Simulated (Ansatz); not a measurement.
Base system: PbO (space group P4/nmm, No. 129; a = 3.970 Å, c = 4.705 Å).

The change: every lattice vector is shortened by 1.20 %; the atoms relax in the strained cell.

Level of theory: PBEsol-D3(BJ) (Ansatz, an electronic-structure program, PAW, spin-orbit coupling left out).

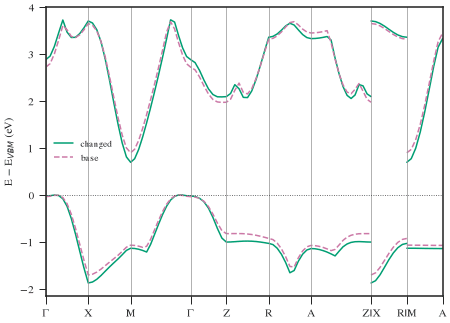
Highest valence and lowest conduction band along the path, each from its own valence-band maximum

Q: From the figure, how large is the changed gap, and is it direct?

A: About 0.7 eV, indirect, M–Γ (80 % along) → M.

Spin-orbit coupling, missing from the scalar runs, can matter with Pb. Whether these cells are dynamically stable was not tested.
